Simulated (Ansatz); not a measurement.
## Fields on a plane of TiAl (CuAu type, space group P4/mmm)

```yaml
crystal:
  lattice:
    - [2.79729, 0.00000, 0.00000]
    - [0.00000, 2.79729, 0.00000]
    - [0.00000, 0.00000, 4.03230]
  atoms:
    - { symbol: Al, position: [0.50000, 0.50000, 0.50000] }
    - { symbol: Ti, position: [0.00000, 0.00000, 0.00000] }
```

The slice is a (010) plane (indices of the conventional cell) through the point (0.000, 0.000, 0.000) (fractional), spanned by u = [100] and v = [001] in vectors of this cell: u (2.80 Å) and v (4.03 Å, at 90° to u). It covers one period; positions are fractions (u, v).

Atoms on it: Ti at (0.00, 0.00).

Calculation: PBEsol (plane waves to 420 eV, PAW, scalar-relativistic; Ansatz, a program for electronic structure). k mesh 17×17×12. These are valence fields of a PAW run, semicore shells included where kept as valence: close to a nucleus they are smooth pseudo fields. TiAl is run without spin polarisation. TiAl was relaxed with its symmetry unable to fall.

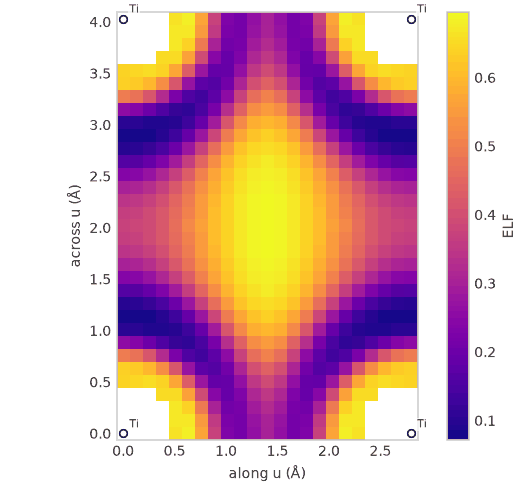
Figure. Electron localisation function (ELF), one period of the plane, atoms marked. Points within 0.5 Å of a nucleus are left white, as the pseudised field means little there.

```
|xxxxxxxxxxxxxxxx  ::==++==::  xxxxxxxxxxxxxx|
|xxxxxxxxxxxxxxxx  ::==++==::  xxxxxxxxxxxxxx|
|xxxxxxxxxxxxxxxx  --++++++--  xxxxxxxxxxxxxx|
|xxxxxxxxxxxxxx  ::==******==::  xxxxxxxxxxxx|
|xxxxxxxxxxxxxx  --++**##**++--  xxxxxxxxxxxx|
|xxxxxxxxxxxx  ::++**######**++::  xxxxxxxxxx|
|xxxxxxxx    ::==**####%%####**==::    xxxxxx|
|        ..--==++####%%%%%%####++==--..      |
|....::--==++****####%%%%%%####****++==--::..|
|======++++****######%%%%%%######****++++====|
|******##################################****|
|%%%%%%%%%%##########################%%%%%%%%|
|%%%%%%%%%%%%######**********######%%%%%%%%%%|
|@@@@@@@@%%%%####**************####%%%%@@@@@@|
|@@@@@@@@%%%%####******++******####%%%%@@@@@@|
|@@@@@@@@%%%%####****++++++****####%%%%@@@@@@|
|@@@@@@@@%%%%####******++******####%%%%@@@@@@|
|@@@@@@@@%%%%####**************####%%%%@@@@@@|
|%%%%%%%%%%%%######**********######%%%%%%%%%%|
|%%%%%%%%%%##########################%%%%%%%%|
|******##################################****|
|======++++****######%%%%%%######****++++====|
|....::--==++****####%%%%%%####****++==--::..|
|        ..--==++####%%%%%%####++==--..      |
|xxxxxxxx    ::==**####%%####**==::    xxxxxx|
|xxxxxxxxxxxx  ::++**######**++::  xxxxxxxxxx|
|xxxxxxxxxxxxxx  --++**##**++--  xxxxxxxxxxxx|
|xxxxxxxxxxxxxx  ::==******==::  xxxxxxxxxxxx|
|xxxxxxxxxxxxxxxx  --++++++--  xxxxxxxxxxxxxx|
|xxxxxxxxxxxxxxxx  ::==++==::  xxxxxxxxxxxxxx|
|xxxxxxxxxxxxxxxx  ::==++==::  xxxxxxxxxxxxxx|
|xxxxxxxxxxxxxxxx  ::======::  xxxxxxxxxxxxxx|
```
Scale: ten equal steps from 0.00 (start of ' ') to 8.61 (end of '@'), in the order ' .:-=+*#%@'. Values: electrostatic potential energy of an electron, from the cell's mean, in eV. The map has 22 points along u (two characters each, u = 0 at the left) and 32 along v (v = 0 in the bottom row). Points within 1 Å of a nucleus are blanked (x), as the pseudised field means little there. Values under 0 eV are set to 0. The zero, the cell's mean, hangs on the PAW cores.

- Density on the Ti–Ti line (2.80 Å) at its midpoint: 0.24 e/Å³
- ELF at that point: 0.30
